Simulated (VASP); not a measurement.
Band structure of GaN (space group P6_3mc). Method: PBE GGA, VASP's PBE PAW potentials (set 64) (plane waves; VASP 6.6.1).

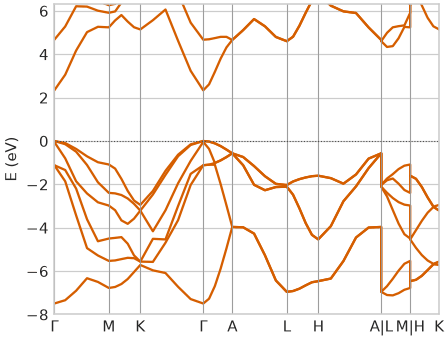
Figure: Bands along high-symmetry lines, zero at the valence-band maximum or, without a gap, the Fermi level

Read the plot: is there a gap, and where are the band edges?

The gap is direct, 2.34 eV, from the valence maximum at Γ to the conduction minimum at Γ.

The structure comes from a computed database's GaN entry; how it stands against other phases isn't given here. The cell was not relaxed at this level.
